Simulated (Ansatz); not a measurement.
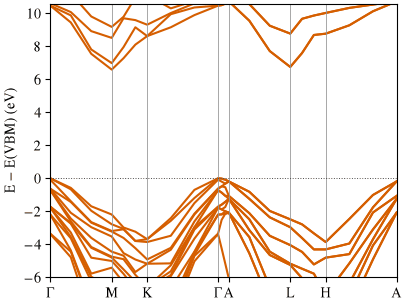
Figure: Band structure from DFT-HSE06 in the program Ansatz with PAW potentials

Q: Read off the gap and where the band edges lie.

A: About 6.6 eV (6.59 eV among the points solved); maximum at Γ, minimum at M.

Q: Which compound is it?
A. BN, P6_3mc (Pearson symbol hP12)
B. AlN, P6_3mc (Al on 2a, Al on 2b, N on 2a, N on 2b)
C. BeS, wurtzite

A: A, BN, P6_3mc (Pearson symbol hP12)

A made-up cell: these elements were put on the sites of a structure type. Its sites differ from those of the usual phase in this space group: another stacking or structure type. The cell was relaxed with HSE06 under the symmetry of its start; its stability against distortions is not shown here. The hybrid was solved on a coarse mesh, the path and, where they were found, the r²SCAN edge points; its band edges are the extreme levels among these.

Potentials: the later of the program's two PAW sets.
